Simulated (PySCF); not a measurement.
# S2 (sulfur dimer) at UCCSD(T)/cc-pVTZ

Aim: the vertical ionisation energy of S2 (sulfur dimer) at UCCSD(T)/cc-pVTZ, from 2 runs. The job is set up through a Python script.

The results are computed with PySCF 2.14.0.

10 further runs of the same task are left out: 1 that didn't finish, 9 set aside as unsound or not needed. Runs told in other sessions of the task aren't counted.

## Step 1: Starting point

The species is S2 (2 atoms), meant as a triplet with charge 0. As SMILES, `S=S`. The bond length is the measured one.

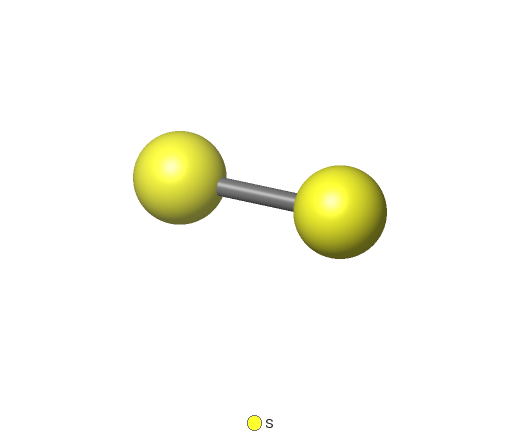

The structure, seen from a chosen angle (sulfur yellow).

## Step 2: The energy at UCCSD(T)/cc-pVTZ

input.py reads:

```python
from pyscf import gto, cc

system = gto.M(
    atom='''
S    0.000000   0.000000   0.000000
S    0.000000   0.000000   1.889200
''',
    basis='cc-pvtz',
    verbose=3,
    charge=0,
    spin=2,
    max_memory=1860,
)

myscf = system.UHF()
myscf.conv_tol = 1e-10
myscf.kernel()
if not myscf.converged:
    myscf = myscf.newton().run(myscf.mo_coeff, myscf.mo_occ)

mycc = cc.CCSD(myscf, frozen=10)
mycc.kernel()
e_t = mycc.ccsd_t()
etot = mycc.e_tot + e_t
print('Final energy', etot)
```

Started as:

```sh
$ OMP_NUM_THREADS=1 python input.py
```

Output:

```text
converged SCF energy = -795.096663266235  <S^2> = 2.0521624  2S+1 = 3.0345757
E(UCCSD) = -795.4357994223304  E_corr = -0.3391361560951725
UCCSD(T) correction = -0.0190125948509032
Final energy -795.4548120171813
```

Wall time 18 s (1 thread of Arm Neoverse V1, shared host); peak memory 0.6 GiB.

## Step 3: The doublet cation at the same level

job.py reads:

```python
from pyscf import gto, scf, cc

mol = gto.M(
    atom=[
    ('S', (0.000000, 0.000000, 0.000000)),
    ('S', (0.000000, 0.000000, 1.889200)),
],
    max_memory=1860,
    charge=1,
    verbose=4,
    spin=1,
    basis='cc-pvtz',
)

hf = scf.UHF(mol)
hf.conv_tol = 1e-10
hf.kernel()
if not hf.converged:
    hf = hf.newton().run(hf.mo_coeff, hf.mo_occ)

mycc = cc.CCSD(hf, frozen=10)
mycc.kernel()
e_t = mycc.ccsd_t()
e_tot = mycc.e_tot + e_t
print(f'total energy: {e_tot:.8f} hartree')
```

Started as:

```sh
$ OMP_NUM_THREADS=1 python job.py
```

Output:

```text
PySCF version 2.14.0

[INPUT] num. atoms = 2
[INPUT] num. electrons = 31
[INPUT] charge = 1
[INPUT] spin (= nelec alpha-beta = 2S) = 1
[INPUT] symmetry False subgroup None
[INPUT] Mole.unit = angstrom
[INPUT] Symbol           X                Y                Z      unit          X                Y                Z       unit  Magmom
[INPUT]  1 S      0.000000000000   0.000000000000   0.000000000000 AA    0.000000000000   0.000000000000   0.000000000000 Bohr   0.0
[INPUT]  2 S      0.000000000000   0.000000000000   1.889200000000 AA    0.000000000000   0.000000000000   3.570070594528 Bohr   0.0

nuclear repulsion = 71.7072655068389
number of shells = 18
number of NR pGTOs = 118
number of NR cGTOs = 68
basis = cc-pvtz
ecp = {}

[... 18 lines left out ...]
[... the frontier-level lines of each cycle are left out ...]
[... 44 lines left out ...]
converged SCF energy = -794.747073206855  <S^2> = 0.77791048  2S+1 = 2.0277184
[... 12 lines left out ...]
Init t2, MP2 energy = -0.322592626237192
[... 13 lines left out ...]
UCCSD converged
[... 2 lines left out ...]
total energy: -795.11340069 hartree
```

Run time: 17 s. Hardware: 1 thread of Arm Neoverse V1, shared host; peak memory 0.62 GiB.

## Step 4: Results

Level: UCCSD(T)/cc-pVTZ, 10 core orbitals frozen.

| quantity | value |
| --- | --- |
| triplet S2: total energy | -795.45481 Eh |
| triplet S2: dipole moment (Hartree–Fock density) | 0.00 D |
| triplet S2: HOMO energy (Hartree–Fock orbitals) (highest over α and β) | -10.33 eV |
| triplet S2: LUMO energy (Hartree–Fock orbitals) (lowest over α and β) | 0.33 eV |
| triplet S2: correlation energy (10 core orbitals frozen) | -358.1 mEh |
| triplet S2: (T) correction | -19.01 mEh |
| triplet S2: ⟨S²⟩ of the reference determinant | 2.052 |
| triplet S2: T1 diagnostic | 0.017 |
| doublet cation: total energy | -795.11340 Eh |
| doublet cation: HOMO energy (Hartree–Fock orbitals) (highest over α and β) | -18.05 eV |
| doublet cation: LUMO energy (Hartree–Fock orbitals) (lowest over α and β) | -8.73 eV |
| doublet cation: correlation energy (10 core orbitals frozen) | -366.3 mEh |
| doublet cation: (T) correction | -23.11 mEh |
| doublet cation: ⟨S²⟩ of the reference determinant | 0.778 |
| doublet cation: T1 diagnostic | 0.019 |
| vertical ionisation energy (to the doublet cation) | 9.290 eV |

Removing an electron at fixed nuclei costs 9.29 eV (896 kJ/mol). The triples (triplet S2) make up 5.3 % of the correlation energy. The triples (doublet cation) make up 6.3 % of the correlation energy.
